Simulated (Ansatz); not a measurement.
**B3LYP/def2-SVPD run of C2H7Al (SMILES [CH3][AlH][CH3])**

Aim: the energy change on altering one bond length of C2H7Al at B3LYP/def2-SVPD, from 2 runs. 

The calculation is run with Ansatz 0.2.0.

36 further runs of the same task are left out: 36 set aside as unsound or not needed.

**1. The structure to begin with**

The species is C2H7Al (10 atoms), meant as a singlet with charge 0. SMILES: `[CH3][AlH][CH3]`. The shape is that of a PBE0-D4/def2-TZVP optimisation.

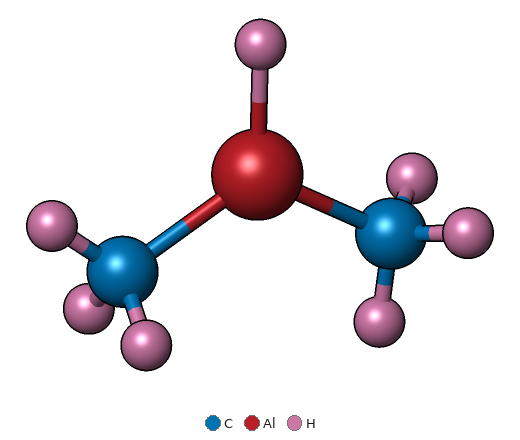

The structure, seen from a chosen angle (carbon blue, aluminium red, hydrogen pink).

**2. The energy at B3LYP/def2-SVPD**

input.yaml

```yaml
crystal:
  periodic: [false, false, false]
  atoms:
    - {symbol: C, position_ang: [-1.219100, 0.923600, -0.783300]}
    - {symbol: Al, position_ang: [0.496800, 0.021800, -0.536400]}
    - {symbol: C, position_ang: [0.903900, -0.949000, 1.109700]}
    - {symbol: H, position_ang: [-2.054000, 0.233200, -0.621200]}
    - {symbol: H, position_ang: [-1.337000, 1.368500, -1.773800]}
    - {symbol: H, position_ang: [-1.340300, 1.723700, -0.043600]}
    - {symbol: H, position_ang: [1.605700, 0.078800, -1.681200]}
    - {symbol: H, position_ang: [0.069000, -0.980000, 1.814000]}
    - {symbol: H, position_ang: [1.201900, -1.980900, 0.894300]}
    - {symbol: H, position_ang: [1.756300, -0.490900, 1.624500]}
basis:
  gaussian: {orbitals: def2-SVPD}
accuracy: high
hamiltonian: {xc: {name: B3LYP}}
output: {orbitals: {seedname: orbitals}}
```

On the command line:

```sh
$ ansatz run input.yaml --threads 1 --pin off --max-ram 3480MiB --events-out events.jsonl --progress --plain --runs-dir runs
```

Log:

```text
Warning: RAYON_NUM_THREADS=1 ignored (pool sized by the plan → 1); use --threads N
Functional definition: B3LYP
  name "B3LYP"
  parameter a0 = 0.2
  parameter ax = 0.72
  parameter ac = 0.81
  exchange = (1 - a0 - ax)*slater_x + ax*b88_x + a0*exact_x
  correlation = (1 - ac)*vwn_rpa_c + ac*lyp_c
2444 factors; integrals over basis functions are off by at most 3.6e-9 eV
mean field evaluation 1: about -8771.4081 eV, gradient 6.8e1 eV
mean field evaluation 2: about -8764.3126 eV, gradient 7.9e1 eV
mean field evaluation 4: about -8782.4811 eV, gradient 1.3e0 eV
mean field evaluation 8: about -8782.4870 eV, gradient 2.5e-2 eV
mean field evaluation 16: about -8782.4870 eV, gradient 1.9e-7 eV
mean field -8782.48703731 eV, -322.7504456377 hartree, gradient 4.9e-8 eV, S^2 0.000000; 0 other end points of the search recorded, 0 dependent functions left out
reference -8782.48708574 eV, -322.7504474174 hartree; 16, 16 occupied and 104, 104 virtual orbitals, 2444 factors
Total energy: -8782.48708574 eV, -322.7504474174 hartree
```

Run time: 11 s. Hardware: 1 thread of Arm Neoverse V2, shared host; peak memory 0.42 GiB.

**3. The distorted shape, same level**

molecule.yaml

```yaml
basis:
  gaussian:
    orbitals: def2-SVPD
crystal:
  periodic: [false, false, false]
  atoms:
    - {symbol: C, position_ang: [-1.263808, 1.078412, -0.750984]}
    - {symbol: Al, position_ang: [0.452092, 0.176612, -0.504084]}
    - {symbol: C, position_ang: [0.859192, -0.794188, 1.142016]}
    - {symbol: H, position_ang: [-2.098708, 0.388012, -0.588884]}
    - {symbol: H, position_ang: [-1.381708, 1.523312, -1.741484]}
    - {symbol: H, position_ang: [-1.385008, 1.878512, -0.011284]}
    - {symbol: H, position_ang: [1.560992, 0.233612, -1.648884]}
    - {symbol: H, position_ang: [0.024292, -0.825188, 1.846316]}
    - {symbol: H, position_ang: [1.201900, -1.980900, 0.894300]}
    - {symbol: H, position_ang: [1.711592, -0.336088, 1.656816]}
hamiltonian:
  xc: {name: B3LYP}
accuracy: high
output: {orbitals: {seedname: orbitals}}
```

On the command line:

```sh
$ ansatz run molecule.yaml --threads 1 --pin off --max-ram 3480MiB --events-out events.jsonl --progress --plain --runs-dir runs
```

Log, cut to the lines that bear on the results:

```text
Warning: RAYON_NUM_THREADS=1 ignored (pool sized by the plan → 1); use --threads N
[... 7 set-up lines as earlier in the session ...]
2458 factors; integrals over basis functions are off by at most 3.3e-9 eV
mean field evaluation 1: about -8771.4054 eV, gradient 6.6e1 eV
mean field evaluation 2: about -8763.7281 eV, gradient 7.9e1 eV
mean field evaluation 4: about -8782.1877 eV, gradient 1.6e0 eV
mean field evaluation 8: about -8782.1956 eV, gradient 2.2e-2 eV
mean field evaluation 16: about -8782.1956 eV, gradient 1.8e-7 eV
mean field -8782.19556612 eV, -322.7397342691 hartree, gradient 4.1e-8 eV, S^2 0.000000; 0 other end points of the search recorded, 0 dependent functions left out
reference -8782.19561478 eV, -322.7397360573 hartree; 16, 16 occupied and 104, 104 virtual orbitals, 2458 factors
Total energy: -8782.19561478 eV, -322.7397360573 hartree
```

Wall time 9.9 s (1 thread of Arm Neoverse V2, shared host); peak memory 0.42 GiB.

**4. Outcome**

At B3LYP/def2-SVPD:

```
                                                         quantity          value
                                        first shape: total energy  -322.75045 Eh
                                         first shape: HOMO energy       -7.58 eV
                                         first shape: LUMO energy       -1.07 eV
                                       first shape: HOMO–LUMO gap        6.51 eV
                                    distorted shape: total energy  -322.73974 Eh
                                     distorted shape: HOMO energy       -7.59 eV
                                     distorted shape: LUMO energy       -1.08 eV
                                   distorted shape: HOMO–LUMO gap        6.51 eV
energy change with the C3–H9 bond stretched from 1.095 to 1.260 Å       0.291 eV
```

What this shows: With the C3–H9 bond stretched from 1.095 to 1.260 Å the energy rises by 0.29 eV (6.7 kcal/mol). The first shape isn't relaxed at this level, so the change isn't measured from a minimum.
